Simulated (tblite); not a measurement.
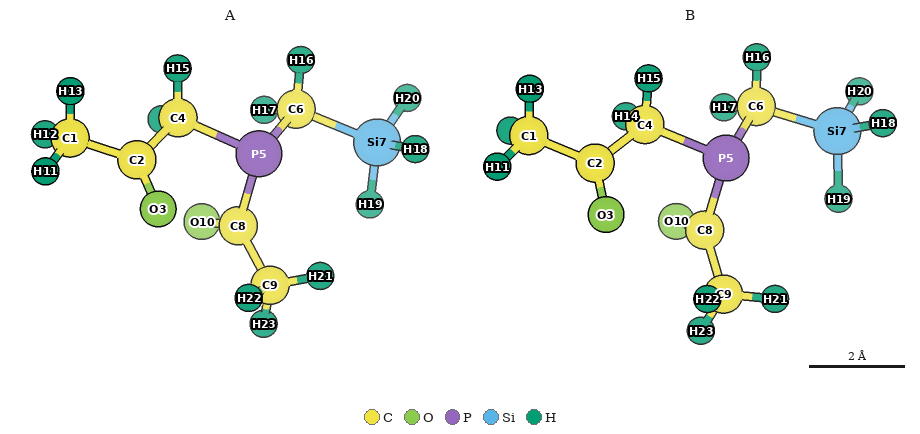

Two geometries of C6H13O2PSi, drawn at one scale. One is the start of a relaxation, the other its converged end. A ball-and-stick model, seen at a tilt.

Level of theory: tblite 0.8.0, GFN2-xTB geometry optimisation, gas phase. 

> Which geometry has the lower energy?

Structure A is the relaxed one. After 114 geometry steps the energy has fallen by 37.3 kJ/mol. H18 moves most after the best rigid fit: 0.60 Å. Largest moves by element: H 0.60 Å, O 0.35 Å, C 0.28 Å, Si 0.25 Å, P 0.19 Å. Among the contacts that change: C6–Si7 1.853 → 1.903 Å, P5–C8 1.837 → 1.885 Å, C2–O3 1.241 → 1.208 Å, C8–O10 1.232 → 1.203 Å. Among the angles between lasting bonds that change: C2–C4–P5 118.1° → 104.4°, C6–P5–C8 101.1° → 95.3°, P5–C8–C9 119.7° → 113.9°. Groups turn about C8–C9 by about 20°.
